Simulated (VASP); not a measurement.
Band structure of SiGe (space group P6_3mc). Calculation: r2SCAN meta-GGA, VASP's PBE PAW potentials (set 64) (plane waves; VASP 6.6.1).

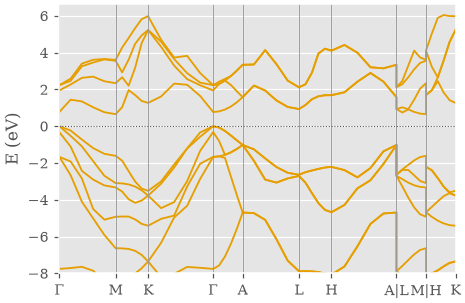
Figure. Bands along high-symmetry lines, zero at the valence-band maximum or, without a gap, the Fermi level

Q: Read the plot: is there a gap, and where are the band edges?

A: The gap is indirect, 0.66 eV, from the valence maximum at Γ to the conduction minimum at M.

The structure comes from a computed database's SiGe entry (P6_3mc); how it stands against other phases isn't given here. It was relaxed first.
